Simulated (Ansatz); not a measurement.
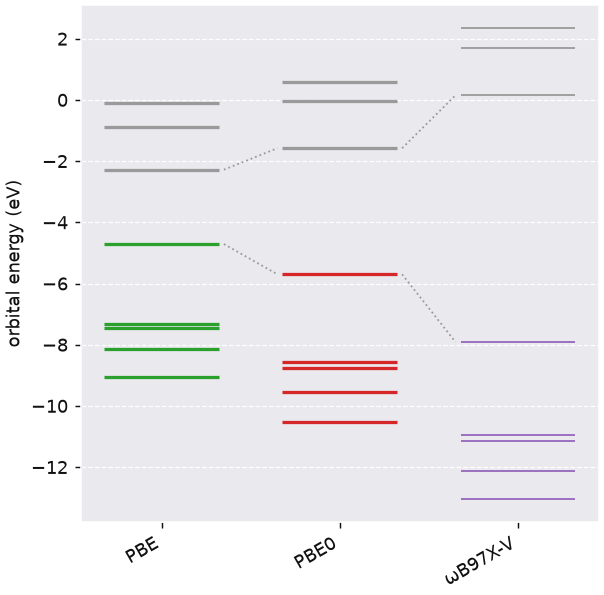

Frontier orbital energies of C₂H₆InN (enamine tautomer), SMILES C=C[NH][InH2], singlet at one geometry, def2-TZVPP, the Ansatz code, at a PBE0-D4/def2-TZVP geometry (no frequency check). Empty levels are grey, levels within 0.1 eV stand side by side; all columns show the same few orbitals around the gap. Dotted lines join the HOMOs and the LUMOs.

**Compare the HOMO-LUMO separations.**

The separation grows from 2.43 eV (PBE) to 8.07 eV (ωB97X-V).

```csv
level,HOMO (eV),LUMO (eV),separation (eV)
PBE,−4.71,−2.28,2.43
PBE0,−5.70,−1.58,4.12
ωB97X-V,−7.92,0.15,8.07
```

Limits of at least one run: core potentials past krypton; empty levels above zero depend strongly on the basis; one conformer of a flexible molecule; spin-orbit coupling is left out, and with In it can shift these levels and split any degenerate set.
